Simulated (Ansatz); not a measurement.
Converging shifted k-point meshes: Na₂H₄Pd (I4mm, 7 atoms in the cell)

```xyz
7
Lattice="-2.6501 2.6501 3.2594 2.6501 -2.6501 3.2594 2.6501 2.6501 -3.2594" Properties=species:S:1:pos:R:3 pbc="T T T"
Na     0.0000     2.6501     1.6297
Na     2.6501     0.0000     1.6297
H      1.1670     1.1670     0.0000
H      1.4831     1.4831     3.2594
H      1.4831    -1.4831     3.2594
H     -1.4831     1.4831     3.2594
Pd     0.0000     0.0000     0.0500
```

Method: LDA (PW92), default PAW files made with PBE (plane waves; Ansatz, an electronic-structure program).

Base settings: basis.ecutwfc = 420 eV; kpoints.mp_grid.grid = 7 7 7; hamiltonian.xc = lda; hamiltonian.pseudopotentials = {kind: paw} (the program's default PAW files); scf.occupations.method = fixed.

In this ladder: kpoints.mp_grid.shift = 0.5 0.5 0.5.

Shifted meshes do not hold Γ, so a gap read on them misses any band edge there.

Only quantities that move along the ladder and can be compared are tabulated.

The count of work is k-points × plane waves × bands × iterations; it is no time. Core times come from one kind of shared machine, to one figure; runs under 30 s give none.

The starting cell comes from a database of computed structures (which also holds hypothetical and non-ambient phases and stackings), without a prior relaxation at this level. Its lattice was rescaled by up to half a per cent. One atom was moved a little off its site on purpose. Ansatz's pressure includes its estimate of the finite-basis (Pulay) stress.

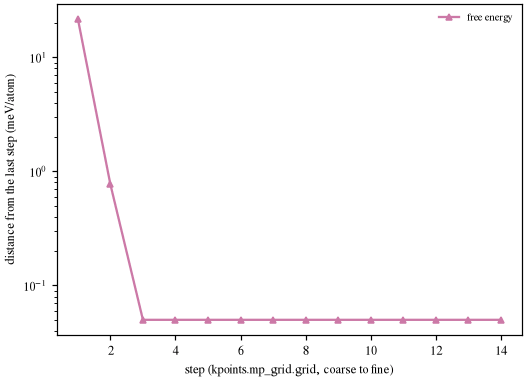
Figure. Distance from the last step along the ladder; very small values are drawn at a floor.

| kpoints.mp_grid.grid | free energy less the last step's (meV/atom) | pressure (GPa) | largest difference of a force vector from the last step's (eV/Å) | gap on the mesh (eV) | count of work / last | core time / last (rough) |
|---|---|---|---|---|---|---|
| 2 2 2 | 21.76 | -1.95 | 0.044 | 2.223 | 0.0055 | – |
| 3 3 3 | 0.77 | -2.39 | 0.003 | 2.089 | 0.011 | – |
| 4 4 4 | 0.04 | -2.41 | 0.000 | 2.510 | 0.020 | – |
| 5 5 5 | 0.00 | -2.41 | 0.000 | 2.088 | 0.033 | – |
| 6 6 6 | 0.00 | -2.41 | 0.000 | 2.147 | 0.051 | – |
| 7 7 7 | 0.00 | -2.41 | 0.000 | 2.088 | 0.073 | – |
| 8 8 8 | 0.00 | -2.41 | 0.000 | 2.204 | 0.10 | – |
| 9 9 9 | 0.00 | -2.41 | 0.000 | 2.088 | 0.14 | – |
| 10 10 10 | 0.00 | -2.41 | 0.000 | 2.144 | 0.18 | – |
| 11 11 11 | 0.00 | -2.41 | 0.000 | 2.088 | 0.23 | – |
| 13 13 13 | 0.00 | -2.41 | 0.000 | 2.088 | 0.36 | 0.3 |
| 14 14 14 | 0.00 | -2.41 | 0.000 | 2.126 | 0.44 | 0.4 |
| 16 16 16 | 0.00 | -2.41 | 0.000 | 2.117 | 0.63 | 0.7 |
| 17 17 17 | 0.00 | -2.41 | 0.000 | 2.088 | 0.74 | 0.7 |
| 19 19 19 | 0.00 | -2.41 | 0.000 | 2.088 | 1.0 | 1 |

Coarsest kpoints.mp_grid.grid that holds the pressure within 0.2 GPa of the last step, with all finer ones: 3 3 3, at 0.011 of the last step's count of work; the step before is off by 0.46 GPa.

Coarsest kpoints.mp_grid.grid that holds the forces within 0.01 eV/Å of the last step, with all finer ones: 3 3 3, at 0.011 of the last step's count of work; the step before is off by 0.044 eV/Å.

The gap on the mesh jumps up and down from mesh to mesh; it is no smooth measure of convergence.

Keys are those of Ansatz 0.2.
